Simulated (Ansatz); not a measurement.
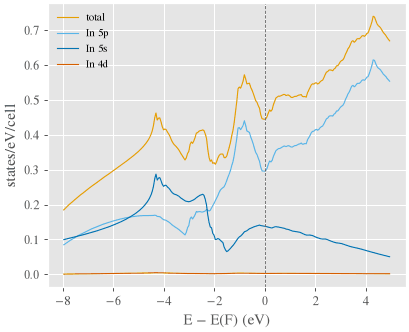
*Total and projected density of states of In (body-centred tetragonal, space group No. 139), plane-wave PAW PBE (Ansatz code)*

**Question.** Which orbitals carry the states next to the Fermi level?

**Answer.** Within 0.5 eV of the Fermi level: In 5p 69 %, In 5s 29 %. Projections are on Löwdin-orthogonalised atomic valence shells; empty p or d shells of many metals are not among them.

**Question.** Where is the tallest occupied peak in this window, and what makes it?

**Answer.** Near -0.8 eV, about 0.57 states/eV per cell; the largest projected share is In 5p.

Space group I4/mmm (body-centred tetragonal). Its axis ratio c/a = 1.33 departs by over 6 % from that of the usual cell of this phase: another minimum, or an error of the functional. Symmetry was held in the PBE relaxation; its stability against distortions is not shown here. Spin–orbit coupling is left out wherever it is not named.

Potentials: the earlier of the program's two PAW sets.
